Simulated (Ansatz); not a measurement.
System: CsH (rocksalt (001) film, 5 layers).

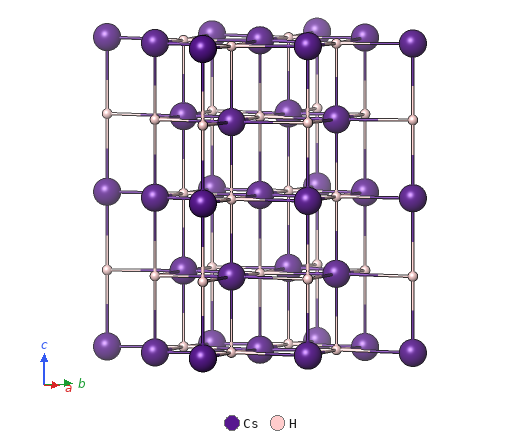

The structure (caesium purple, hydrogen pink). 2×2×1 cells are drawn. Some periodic images of atoms are drawn too.

The cell holds 10 atoms: 5 Cs and 5 H. Its edges and angles: a = 4.509 Å, b = 4.509 Å, c = 47.400 Å, α = 90.0°, β = 90.0°, γ = 90.0°. It derives from CsH. Vacuum lies along c.

```xyz
10
Lattice="4.5085 0.0000 0.0000 0.0000 4.5085 0.0000 0.0000 0.0000 47.4000" Properties=species:S:1:pos:R:3
Cs    0.0000    0.0000   17.6470
H     2.2543    2.2543   17.7046
Cs    2.2543    2.2543   20.6783
H     0.0000    0.0000   20.6401
Cs    0.0000    0.0000   23.7000
H     2.2543    2.2543   23.7000
Cs    2.2543    2.2543   26.7217
H     0.0000    0.0000   26.7599
Cs    0.0000    0.0000   29.7530
H     2.2543    2.2543   29.6954
```

The structure was relaxed with LDA (ions only). The runs that relaxed it are not among those shown. Spin-orbit coupling is left out unless a run names it. PAW set soft_2, made with PBE.

Gaps computed with Ansatz 0.2.0 without a self-energy: LDA 1.96 eV and HSE06 3.22 eV.

**Question.** Estimate the G0W0@LDA gap with 4×4×1 mesh, 660 empty bands, screening to 45 eV, default PAW files.

About 4.17 eV: on its mesh the run moves the gap from 1.96 eV by +2.22 eV. Among the scalar-relativistic levels given, HSE06 is nearest (−0.95 eV). Bands and cutoff are finite, so the gap is not at the basis limit. The miss can reach some tenths of an eV and take either sign; the mesh is an error of its own. In a film the band edges may be surface states, so its gap need not approach the bulk's. At these cutoffs the gaps of films stand short of the band limit, often by tenths of an eV, while the trend with thickness is less touched. The mesh in the plane is coarse for a sheet; gap and any exciton binding can still move on denser ones. The many-body steps are scalar-relativistic: spin-orbit coupling is not in them.

[Paths, hosts, dates, memory and timing lines, banners, echoed tables and standing remarks are left out of the program output.]

[Logs are printed without paths, hosts, clocks, repeated set-up lines and the standing remarks that a program may print on its own settings, such as how far it seeks lower states.]

[Runs of the session that timed out or met a known fault of the program may be left out.]

[Cells called generated may have been cut or substituted from an entry of the Crystallography Open Database or the Materials Project.]

[Hosts, paths, dates, database ids (printed as entryN), source tags and the programs' standing remarks are cut or masked in the printed files.]
